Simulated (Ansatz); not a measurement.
# A hypothetical structure for MgPbO2

This structure for MgPbO2 is made up. Its elements were placed in a known structure type with a cell scaled to their sizes. What cell does the guess relax to, and how far off was it?

Main program and level: Ansatz 0.2.0; DFT, r2SCAN, plane-wave PAW, files of the set soft_1, scalar-relativistic, no spin, cell and ions relaxed at zero pressure; PAW set soft_1.

**1. Starting point**

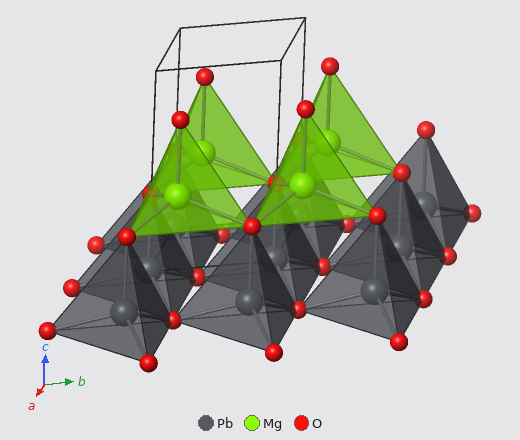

The cell as given, slightly off an axis (lead dark grey, magnesium green, oxygen red). 2×2×1 cells are drawn. Some periodic images of atoms are drawn too.

**2. Relaxation of the guess**

The guess takes its coordinates from another compound and its volume from a rule, so the cell and any free coordinates are relaxed together.

The input, input.yaml:

```yaml
crystal:
  lattice:
    - [3.672, 0.0, 0.0]
    - [-1.836, 3.180045283, 0.0]
    - [0.0, 0.0, 5.883]
  atoms:
    - { symbol: Pb, position: [0.0, 0.0, 0.0104] }
    - { symbol: Mg, position: [0.666666667, 0.333333333, 0.5011] }
    - { symbol: O, position: [0.0, 0.0, 0.3856] }
    - { symbol: O, position: [0.666666667, 0.333333333, 0.8812] }
kpoints:
  mp_grid: { grid: [8, 8, 5] }
scf:
  occupations: { method: fermi_dirac, width: 0.05 }
hamiltonian:
  xc: r2scan
  pseudopotentials: { kind: paw, azcp: { folder: soft_1 } }
relax:
  f_tol: 0.015
  max_steps: 70
  cell: {}
output:
  forces: true
  stress: true
```

Run with:

```sh
> ansatz run input.yaml --threads 4 --pin off --max-ram 10240MiB --backend cpu --events-out ev --progress --plain --runs-dir out
```

Numbers of over 12 decimals in the logs are rounded to 6 here.

The program printed:

```text
Engine: ansatz 0.2.0, x86_64-unknown-linux-gnu
Pseudopotentials: kind: paw
Pseudopotential: Pb, paw, valence charge 14, recommended cutoff 500 eV (meta_gga), soft_1/Pb.paw.azcp
Pseudopotential: Mg, paw, valence charge 10, recommended cutoff 500 eV (meta_gga), soft_1/Mg.paw.azcp
Pseudopotential: O, paw, valence charge 6, recommended cutoff 500 eV (meta_gga), soft_1/O.paw.azcp
Functional definition: r2SCAN
  parameter k0 = 0.174
  parameter k1 = 0.065
  parameter a1 = 4.9479
  exchange = r2scan_x(k0 = k0, k1 = k1, a1 = a1)
  correlation = r2scan_c
Crystal: 4 atoms, lattice volume = 68.697 Å³
Basis set: ecut = 500 eV, 1761 PW (Γ), exchange–correlation on 108×108×180 points (64 copies of the dense FFT grid, shifted against one another)
Bands: 22, of which v1, the nominal top of the filled ones, is band 18 counted from 1 (17 counted from 0)
Symmetry: 6 space group operations
Space group: P3m1 (ITA 156), of the structure as read, at distance tolerance 4.1e-5 Å
k-points: 40 of 320 (time reversal used)
Non-local potential: Pb, projectors of the file, l = 0: 2, l = 1: 2, l = 2: 2, l = 3: 1
Non-local potential: Mg, projectors of the file, l = 0: 3, l = 1: 2, l = 2: 1
Non-local potential: O, projectors of the file, l = 0: 2, l = 1: 2, l = 2: 1
PAW form: soft (Blöchl's): semilocal exchange-correlation on the pseudo side does not see the compensation charge
PAW frozen core: Pb, regenerated for the run's functional (the file was generated under x = pbe(κ = 0.804, μ = 0.219515), c = pbe(β = 0.066725))
PAW frozen core: Mg, regenerated for the run's functional (the file was generated under x = pbe(κ = 0.804, μ = 0.219515), c = pbe(β = 0.066725))
PAW frozen core: O, regenerated for the run's functional (the file was generated under x = pbe(κ = 0.804, μ = 0.219515), c = pbe(β = 0.066725))
PAW one-centre angular grid: Pb, 590 points (default); XC on 160 Gauss nodes
PAW one-centre angular grid: Mg, 302 points (default); XC on 224 Gauss nodes
PAW one-centre angular grid: O, 302 points (default); XC on 160 Gauss nodes
Initial density: superposition of atomic densities (chi_scale 0.1, normalization cell, long waves kept (reshape's long-wave potential 0.19 eV rms))
Initial wavefunctions: pseudopotential atomic-orbital guess
Functional: x = r2scan, c = r2scan; τ floored in thin density (d = 2e-4 eV/Å³)
SCF iter   1: F=—  HF=-14987.496898 eV  |F-HF|=—  |Δ(HF+E_count)|=         —  Δρ=5.86e-2  dr2=2.51e0  dr2_τ=1.93e-1  ethr=3.10e-3  ⟨swp⟩=6.0  Hψ=4091  notcnv=0
preconditioner: auto → Resta (q_TF=auto, 2.450 Å⁻¹)  ε∞=3.3  [insulator: Δε(μ)=0.211 eV  Ē_g=15.595 eV  σ=0.050 eV  W_gap=0.67  n_scr=22 (ndim 8)  ℏωp=23.7 eV  f_vac=0.000  D(μ)=0.13/eV (n_scr^D=0)  ε∞_Penn≈3.3]
SCF iter   2: F=—  HF=-14987.237835 eV  |F-HF|=—  |Δ(HF+E_count)|=   2.59e-1  Δρ=3.14e-2  dr2=5.41e-1  dr2_τ=4.81e-2  ethr=3.10e-3  ⟨swp⟩=2.7  Hψ=2077  notcnv=0
SCF iter   3: F=—  HF=-14987.361931 eV  |F-HF|=—  |Δ(HF+E_count)|=   1.24e-1  Δρ=1.25e-2  dr2=1.67e-1  dr2_τ=1.13e-2  ethr=1.50e-3  ⟨swp⟩=3.0  Hψ=1846  notcnv=0
SCF iter   4: F=—  HF=-14987.358545 eV  |F-HF|=—  |Δ(HF+E_count)|=   3.39e-3  Δρ=4.13e-3  dr2=8.99e-3  dr2_τ=7.91e-4  ethr=4.63e-4  ⟨swp⟩=3.0  Hψ=1542  notcnv=0
SCF iter   5: F=—  HF=-14987.360838 eV  |F-HF|=—  |Δ(HF+E_count)|=   2.29e-3  Δρ=1.03e-3  dr2=7.02e-4  dr2_τ=2.77e-5  ethr=2.50e-5  ⟨swp⟩=2.7  Hψ=1708  notcnv=0
SCF iter   6: F=—  HF=-14987.361170 eV  |F-HF|=—  |Δ(HF+E_count)|=   3.32e-4  Δρ=5.53e-4  dr2=2.00e-4  dr2_τ=1.79e-5  ethr=1.95e-6  ⟨swp⟩=2.0  Hψ=1176  notcnv=0
SCF iter   7: F=—  HF=-14987.361135 eV  |F-HF|=—  |Δ(HF+E_count)|=   3.50e-5  Δρ=1.37e-4  dr2=8.30e-6  dr2_τ=9.86e-7  ethr=5.55e-7  ⟨swp⟩=2.0  Hψ=1228  notcnv=0
SCF iter   8: F=—  HF=-14987.361139 eV  |F-HF|=—  |Δ(HF+E_count)|=   3.48e-6  Δρ=2.25e-5  dr2=3.43e-7  dr2_τ=1.74e-8  ethr=2.31e-8  ⟨swp⟩=2.0  Hψ=1185  notcnv=0
SCF iter   9: F=-14987.361139 eV  HF=-14987.361139 eV  |F-HF|=1.20e-9  |Δ(HF+E_count)|=   1.31e-7  Δρ=5.21e-6  dr2=2.11e-8  dr2_τ=9.92e-10  ethr=2.78e-10  ⟨swp⟩=5.0  Hψ=3216  notcnv=0
SCF 1 converged in 9 iterations: F = -14987.361139 eV  dr2 = 2.11e-8
  greatest PAW one-centre occupation: 1.000 electrons in one spin orbital (limit 2), on the Mg atom at site 1 (counted from 0), in its partial waves of l = 0
relax step   1: F+E_penalty+E_count = -14987.36113892 eV  Δ(F+E_penalty+E_count) = +0.000e0 eV  max|allowed force component| = 3.026e0 eV/Å  Δτ_max = 0.0000 Å  P = +2.530 GPa  Ω = 68.697 Å³  (9 SCF iters, dr2 threshold 1.00e-7 eV, accepted)
Crystal: 4 atoms, lattice volume = 69.939 Å³
Basis set: ecut = 500 eV, 1785 PW (Γ), exchange–correlation on 108×108×180 points (64 copies of the dense FFT grid, shifted against one another)
Initial density: handed on by an earlier stage of this run
Initial wavefunctions: those handed on with the density
iter 1 solved again at ethr=6.72e-4 eV; its pass at ethr=3.10e-3 eV (dr2=2.42e-1 eV) is discarded
SCF iter   1: F=—  HF=-14987.949679 eV  |F-HF|=—  |Δ(HF+E_count)|=         —  Δρ=1.70e-2  dr2=2.44e-1  dr2_τ=2.49e0  ethr=6.72e-4  ⟨swp⟩=1.0  Hψ=5454  notcnv=0
automatic band count: iteration 1 solves 21 bands in place of 22: the levels show a gap, and the empty bands left out lie too high to hold charge; the band table lists the bands solved (type scf.n_extra_bands for more)
preconditioner: auto → Resta (q_TF=auto, 2.442 Å⁻¹)  ε∞=3.6  [insulator: Δε(μ)=1.149 eV  Ē_g=14.455 eV  σ=0.050 eV  W_gap=1.00  n_scr=22 (ndim 8)  ℏωp=23.5 eV  f_vac=0.056  D(μ)=0.00/eV (n_scr^D=0)  ε∞_Penn≈3.6]
SCF iter   2: F=—  HF=-14988.067535 eV  |F-HF|=—  |Δ(HF+E_count)|=   1.18e-1  Δρ=8.36e-3  dr2=3.93e-2  dr2_τ=5.97e-3  ethr=6.72e-4  ⟨swp⟩=2.8  Hψ=1555  notcnv=0
SCF iter   3: F=—  HF=-14988.064424 eV  |F-HF|=—  |Δ(HF+E_count)|=   3.11e-3  Δρ=3.35e-3  dr2=1.12e-2  dr2_τ=9.84e-4  ethr=1.09e-4  ⟨swp⟩=2.0  Hψ=1800  notcnv=0
SCF iter   4: F=—  HF=-14988.063617 eV  |F-HF|=—  |Δ(HF+E_count)|=   8.08e-4  Δρ=1.01e-3  dr2=1.46e-3  dr2_τ=2.92e-5  ethr=3.12e-5  ⟨swp⟩=2.8  Hψ=1325  notcnv=0
SCF iter   5: F=—  HF=-14988.063498 eV  |F-HF|=—  |Δ(HF+E_count)|=   1.18e-4  Δρ=3.25e-4  dr2=8.34e-5  dr2_τ=6.87e-6  ethr=4.04e-6  ⟨swp⟩=2.0  Hψ=1118  notcnv=0
SCF iter   6: F=—  HF=-14988.063508 eV  |F-HF|=—  |Δ(HF+E_count)|=   9.63e-6  Δρ=2.85e-4  dr2=4.81e-5  dr2_τ=4.90e-6  ethr=2.32e-7  ⟨swp⟩=2.0  Hψ=1400  notcnv=0
SCF iter   7: F=—  HF=-14988.063503 eV  |F-HF|=—  |Δ(HF+E_count)|=   5.13e-6  Δρ=7.58e-5  dr2=3.83e-6  dr2_τ=5.00e-7  ethr=1.34e-7  ⟨swp⟩=2.0  Hψ=1400  notcnv=0
[...]
SCF iter   4: F=—  HF=-14988.301113 eV  |F-HF|=—  |Δ(HF+E_count)|=   3.15e-3  Δρ=9.89e-4  dr2=1.13e-3  dr2_τ=3.78e-5  ethr=5.01e-5  ⟨swp⟩=2.0  Hψ=1198  notcnv=0
SCF iter   5: F=—  HF=-14988.300902 eV  |F-HF|=—  |Δ(HF+E_count)|=   2.11e-4  Δρ=3.76e-4  dr2=7.94e-5  dr2_τ=6.03e-6  ethr=3.13e-6  ⟨swp⟩=2.0  Hψ=1119  notcnv=0
SCF iter   6: F=—  HF=-14988.300912 eV  |F-HF|=—  |Δ(HF+E_count)|=   1.02e-5  Δρ=1.24e-4  dr2=1.04e-5  dr2_τ=7.84e-7  ethr=2.20e-7  ⟨swp⟩=2.5  Hψ=1454  notcnv=0
SCF iter   7: F=—  HF=-14988.300914 eV  |F-HF|=—  |Δ(HF+E_count)|=   2.30e-6  Δρ=1.21e-4  dr2=8.98e-6  dr2_τ=7.93e-7  ethr=2.89e-8  ⟨swp⟩=2.0  Hψ=1400  notcnv=0
SCF iter   8: F=-14988.300913 eV  HF=-14988.300913 eV  |F-HF|=7.08e-8  |Δ(HF+E_count)|=   1.47e-6  Δρ=2.45e-5  dr2=3.11e-7  dr2_τ=2.59e-8  ethr=1.11e-9  ⟨swp⟩=3.9  Hψ=3824  notcnv=0
SCF 3 converged in 8 iterations: F = -14988.300913 eV  dr2 = 3.11e-7
relax step   3: F+E_penalty+E_count = -14988.30091304 eV  Δ(F+E_penalty+E_count) = -2.374e-1 eV  max|allowed force component| = 1.863e0 eV/Å  Δτ_max = 0.1873 Å  P = -0.294 GPa  Ω = 64.701 Å³  energy of the carried Pulay correction = +1.406e-3 eV  (8 SCF iters, dr2 threshold 4.00e-7 eV, accepted)
[...]
relax step   4: F+E_penalty+E_count = -14988.43885086 eV  Δ(F+E_penalty+E_count) = -1.379e-1 eV  max|allowed force component| = 6.093e-1 eV/Å  Δτ_max = 0.0659 Å  P = +0.247 GPa  Ω = 65.250 Å³  energy of the carried Pulay correction = +1.207e-3 eV  (8 SCF iters, dr2 threshold 4.00e-7 eV, accepted)
[...]
relax step   5: F+E_penalty+E_count = -14988.46997984 eV  Δ(F+E_penalty+E_count) = -3.113e-2 eV  max|allowed force component| = 2.535e-1 eV/Å  Δτ_max = 0.0440 Å  P = -0.942 GPa  Ω = 65.989 Å³  energy of the carried Pulay correction = +9.435e-4 eV  (7 SCF iters, dr2 threshold 4.00e-7 eV, accepted)
[...]
relax step   6: F+E_penalty+E_count = -14988.47700465 eV  Δ(F+E_penalty+E_count) = -7.025e-3 eV  max|allowed force component| = 9.321e-2 eV/Å  Δτ_max = 0.0230 Å  P = +0.090 GPa  Ω = 64.842 Å³  energy of the carried Pulay correction = +1.355e-3 eV  (7 SCF iters, dr2 threshold 4.00e-7 eV, accepted)
[...]
relax step   7: F+E_penalty+E_count = -14988.47754058 eV  Δ(F+E_penalty+E_count) = -5.359e-4 eV  max|allowed force component| = 1.505e-2 eV/Å  Δτ_max = 0.0084 Å  P = +0.059 GPa  Ω = 65.008 Å³  energy of the carried Pulay correction = +1.295e-3 eV  (6 SCF iters, dr2 threshold 4.00e-7 eV, accepted)
[...]
relax step   8: F+E_penalty+E_count = -14988.47755675 eV  Δ(F+E_penalty+E_count) = -1.617e-5 eV  max|allowed force component| = 4.682e-4 eV/Å  Δτ_max = 0.0011 Å  P = +0.005 GPa  Ω = 65.038 Å³  energy of the carried Pulay correction = +1.284e-3 eV  (6 SCF iters, dr2 threshold 1.57e-8 eV, accepted)
Basis set: ecut = 500 eV, 1655 PW (Γ), exchange–correlation on 100×100×192 points (64 copies of the dense FFT grid, shifted against one another)
Initial wavefunctions: pseudopotential atomic-orbital guess (no wavefunctions were taken with the density)
iter 1 solved again at ethr=6.47e-8 eV; its pass at ethr=3.10e-3 eV (dr2=2.33e-5 eV) is discarded
SCF iter   1: F=—  HF=-14988.475933 eV  |F-HF|=—  |Δ(HF+E_count)|=         —  Δρ=3.62e-4  dr2=5.43e-6  dr2_τ=2.53e-5  ethr=6.47e-8  ⟨swp⟩=3.2  Hψ=7206  notcnv=0
preconditioner: auto → Resta (q_TF=auto, 2.472 Å⁻¹)  ε∞=3.4  [insulator: Δε(μ)=1.195 eV  Ē_g=15.768 eV  σ=0.050 eV  W_gap=1.00  n_scr=22 (ndim 8)  ℏωp=24.4 eV  f_vac=0.042  D(μ)=0.00/eV (n_scr^D=0)  ε∞_Penn≈3.4]
SCF iter   2: F=—  HF=-14988.476006 eV  |F-HF|=—  |Δ(HF+E_count)|=   7.35e-5  Δρ=1.85e-4  dr2=1.48e-6  dr2_τ=7.31e-6  ethr=1.51e-8  ⟨swp⟩=2.0  Hψ=1600  notcnv=0
SCF iter   3: F=—  HF=-14988.476010 eV  |F-HF|=—  |Δ(HF+E_count)|=   3.51e-6  Δρ=2.31e-5  dr2=2.48e-7  dr2_τ=4.24e-8  ethr=4.10e-9  ⟨swp⟩=2.0  Hψ=1560  notcnv=0
SCF iter   4: F=—  HF=-14988.476010 eV  |F-HF|=—  |Δ(HF+E_count)|=   1.40e-8  Δρ=4.19e-6  dr2=4.36e-9  dr2_τ=1.78e-9  ethr=6.89e-10  ⟨swp⟩=2.0  Hψ=1160  notcnv=0
SCF iter   5: F=—  HF=-14988.476010 eV  |F-HF|=—  |Δ(HF+E_count)|=   7.86e-9  Δρ=1.73e-6  dr2=9.27e-10  dr2_τ=2.26e-10  ethr=1.21e-11  ⟨swp⟩=2.0  Hψ=1600  notcnv=0
SCF iter   6: F=—  HF=-14988.476010 eV  |F-HF|=—  |Δ(HF+E_count)|=  5.13e-10  Δρ=9.48e-7  dr2=5.70e-10  dr2_τ=6.27e-11  ethr=2.57e-12  ⟨swp⟩=2.0  Hψ=1440  notcnv=0
SCF iter   7: F=-14988.476010 eV  HF=-14988.476010 eV  |F-HF|=1.82e-12  |Δ(HF+E_count)|=  8.37e-11  Δρ=1.81e-7  dr2=2.12e-11  dr2_τ=2.34e-12  ethr=1.00e-12  ⟨swp⟩=4.0  Hψ=3959  notcnv=0
SCF 9 converged in 7 iterations: F = -14988.476010 eV  dr2 = 2.12e-11
relax step   9: F+E_penalty+E_count = -14988.47600958 eV  Δ(F+E_penalty+E_count) = +1.547e-3 eV  max|allowed force component| = 1.132e-3 eV/Å  Δτ_max = 0.0000 Å  P = +0.012 GPa  Ω = 65.038 Å³  stress off target by 1.33e-2 GPa  SCF on the basis re-selected at this cell (its energy is not comparable with the rows above)  (7 SCF iters)
basis re-selected at this cell: Δ(F+E_penalty+E_count) = +1.547e-3 eV, ΔP = +0.007 GPa vs the last step (what re-selecting the basis moved, of the pressure what is left beyond the Pulay correction that the steps carried, after the strain that the cell walked since its last selection, with what the two solves' SCF thresholds leave and, on support functions, any second-order correction that the steps lacked; it is no measure of the basis error at this ecutwfc). The dense FFT grid was sized anew with the basis: this SCF ran on 25×25×48 points, the steps before it on 27×27×45, so part of this shift can come from that change (see relax.cell in the input reference). [rest of the remark cut]
SCF converged after 7 iterations
Free energy (F): -14988.476010 eV
Harris-Foulkes:  -14988.476010 eV  (|F-HF|=1.82e-12)
Internal energy: -14988.476009 eV  (E = F + TS)
E sigma→0 (E₀):  -14988.476009 eV
Entropy (-TS):   -0.000000 eV (-0.000 meV/atom)
Fermi energy:    7.925510 eV
--- Per-component energies (eV) ---
  E_band       = -423.396717
  E_kinetic    = 703.458035
  E_local      = -3457.434883  (includes V_loc(G=0)·N_el)
  E_nonlocal   = 604.964245
  E_hartree    = 1258.098290
  E_xc         = -362.725840
  E_vxc        = -395.239024  (∫ρ·V_xc dr)
  E_paw        = -11052.365322  (= ΣΔE_a)
  E_vpaw       = -422.126016  (= ΣTr[D̂ρ^β])
  E_aug_tail   = 0.000541  (compensation charges beyond the density's cutoff)
  E_vtau       = 26.783800  (kinetic-family band-sum trace: ∫τ·v_τ [+ j·A + Jᵃ·Aᵃ] dr)
  E_ewald      = -2683.346287
  E_core_change = 0.875212  (= ΣΔE_core)
  E_smearing   = -0.000000  (= −TS)
  E_closure    = 0.000000  (closes the sum)
  Σ components = -14988.476010   (vs F -14988.476010, Δ=0.00e0)
--- Forces (eV/Å), atoms counted from 1 ---
  atom   1  Pb    -0.00000000    -0.00000000     0.00107068
  atom   2  Mg    -0.00000000     0.00000000     0.00055975
  atom   3  O      0.00000000     0.00000000    -0.00077382
  atom   4  O      0.00000000     0.00000000    -0.00110014
  max |Σ_I F_I| component: 2.44e-4 eV/Å
--- Stress (GPa, compression-positive) ---
        0.013316      -0.000000      -0.000000
       -0.000000       0.013316      -0.000000
       -0.000000      -0.000000       0.009041
  P = ⅓ Tr σ = 0.0119 GPa (0.119 kbar)
--- Relaxed structure (8 steps of the walk, 8 accepted, 1 SCFs on fresh bases) ---
  F+E_penalty+E_count = -14988.47600958 eV   max|allowed force component| = 1.132e-3 eV/Å   (the final SCF, on the basis selected at the relaxed cell)
  cell:  # Å, volume = 65.0377 Å³
    - [3.426310, 0, 5.564453688615087e-18]
    - [-1.713155, 2.967271, -2.782226844307546e-18]
    - [8.914945819324676e-18, 0, 6.397075]
  atoms:
    - { symbol: Pb, position: [-1.92261588743556e-17, -1.8503717059853016e-17, 0.00430761] }
    - { symbol: Mg, position: [0.666667, 0.333333, 0.506851] }
    - { symbol: O, position: [-1.1809588292339429e-17, -1.8503717059853016e-17, 0.442052] }
    - { symbol: O, position: [0.666667, 0.333333, 0.825089] }
```

It took 23 s on 4 threads of AMD EPYC 7B13 (Zen 3), shared host; peak memory 0.63 GiB.

The steps of the relaxation:

```csv
step,energy less that of the first step (eV),largest force component (eV/Å),pressure (GPa),volume (Å³)
1,0.0000,3.0261,2.53,68.70
2,-0.7024,0.8678,-4.11,69.94
3,-0.9398,1.8626,-0.29,64.70
4,-1.0777,0.6093,0.25,65.25
5,-1.1088,0.2535,-0.94,65.99
6,-1.1159,0.0932,0.09,64.84
7,-1.1164,0.0151,0.06,65.01
8,-1.1164,0.0005,0.01,65.04
9*,-1.1149,0.0011,0.01,65.04
```

Relaxation steps marked * repeat the geometry before them on a plane-wave basis chosen anew for their cell, so energy and pressure can jump there.

Forces are held to the 6 operations that the run works with; a distortion that breaks them can't arise in this run.

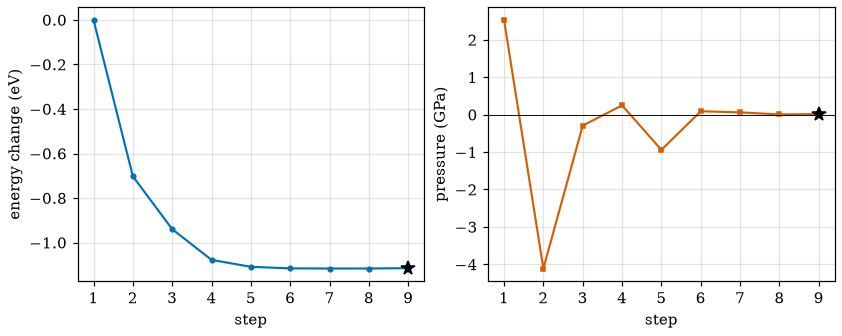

Energy and pressure along the relaxation. Stars mark steps on a basis chosen anew.

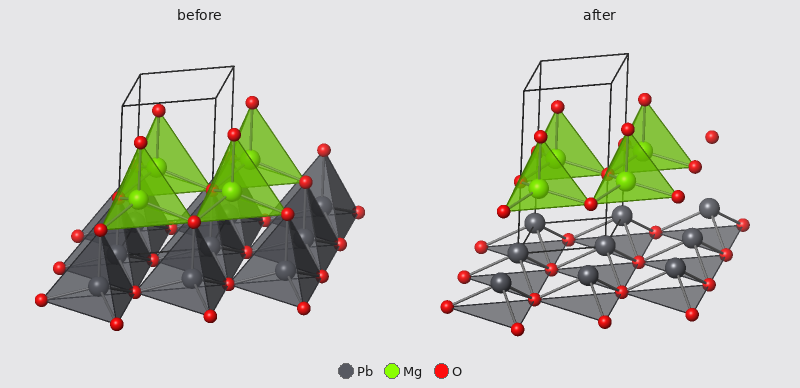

The structure before and after the relaxation, drawn at the same scale. Bonds to atoms that aren't drawn are left out.

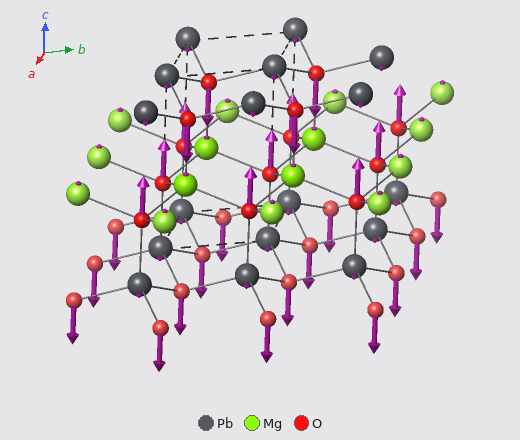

Displacements in the relaxation, exaggerated, measured against the changing cell; the longest in the cell stands for 0.36 Å. 2×2×1 cells are drawn. Some periodic images of atoms are drawn too.

```csv
"conventional cell, symmetrised",before,after,change
a (Å),3.672,3.426,-6.7 %
b (Å),3.672,3.426,-6.7 %
c (Å),5.883,6.397,+8.7 %
volume (Å³/atom),17.17,16.26,-5.3 %
```

The atoms that moved most (Å, as changes of fractional coordinates times the final cell):

```csv
atom,dx,dy,dz,length
O3,0.000,0.000,0.361,0.361
O4,0.000,0.000,-0.359,0.359
Pb1,0.000,0.000,-0.039,0.039
Mg2,0.000,0.000,0.037,0.037
```

The relaxed structure:

```xyz
4
Lattice="3.4263 0.0000 0.0000 -1.7132 2.9673 0.0000 0.0000 0.0000 6.3971" Properties=species:S:1:pos:R:3 pbc="T T T"
Pb    0.0000    0.0000    0.0276
Mg    1.7132    0.9891    3.2424
O     0.0000    0.0000    2.8278
O     1.7132    0.9891    5.2782
```

Numbers from this step:

```yaml
free_energy: -14988.4760 eV
fermi_energy: 7.926 eV
gap_by_band_count: 1.195 eV
electrons: 36
symmetry_operations: 6
pressure: 0.01189 GPa
```

Shortest distances by pair of elements, guess and relaxed (not always the same contact):

```csv
pair,guess (Å),relaxed (Å)
Mg–O,2.226,2.021
O–Pb,2.207,2.286
O–O,3.605,3.149
Pb–Pb,3.672,3.426
Mg–Mg,3.672,3.426
```

The relaxation ends with a largest force component of 0.0011 eV/Å and a pressure of 0.01 GPa.

**3. Results**

| Item | Value |
| --- | --- |
| space group, relaxed | P3m1 |
| conventional cell | a = 3.426, b = 3.426, c = 6.397 Å; α = 90.0°, β = 90.0°, γ = 120.0° |
| volume per atom | 16.26 Å³ (guess 17.17) |

**Reading.** MgPbO2 relaxes to P3m1 with a = 3.426, b = 3.426 and c = 6.397 Å. The guessed volume was 6 % too large. The space group P3m1 was held in the relaxation, so the end point is a stationary structure within it and may be a saddle against distortions or other arrangements. Mesh and cutoff weren't tested. A vector of the cell changed its length by 9 %, more than the volume shows. Spin-orbit coupling is left out, which can matter for elements this heavy. No dispersion term is used, so weakly bound directions may come out too long. Nothing here tests whether the compound is stable against decomposition.

[Logs are printed without paths, hosts, clocks, repeated set-up lines and the standing remarks that a program may print on its own settings, such as how far it seeks lower states.]

[Hosts, paths, dates, database ids (printed as entryN), source tags and the programs' standing remarks are cut or masked in the printed files.]
